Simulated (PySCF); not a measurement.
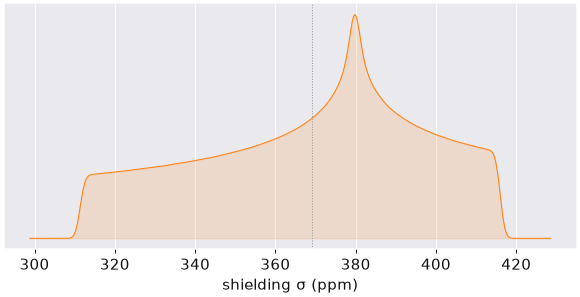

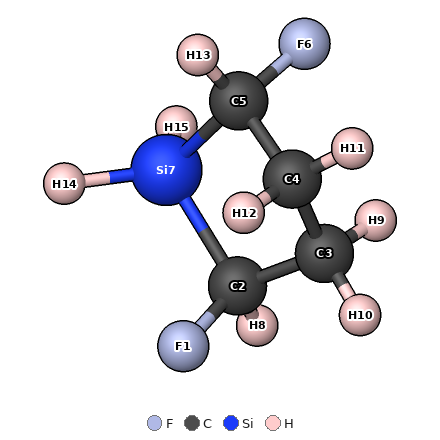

Static powder pattern (²⁹Si) from GIAO shielding tensors of C₄H₈F₂Si, SMILES F[C@@H]1CC[C@@H](F)[SiH2]1, PBE0/pcSseg-1 (IEF-PCM water) with PySCF, at a PBE0-D3(BJ)/def2-SVP geometry (no frequency check); absolute shielding, one fixed geometry of the isolated molecule without any motion, no dipolar terms. The dotted line is the isotropic value; skew is 3(σiso − σ22)/span.

**The pattern belongs to Si7. Give the principal values, span and skew.**

Si7: σ11, σ22, σ33 = 311, 380, 416 ppm, isotropic 369, span 105 ppm, skew −0.31.

Caveats: one conformer of a flexible molecule.
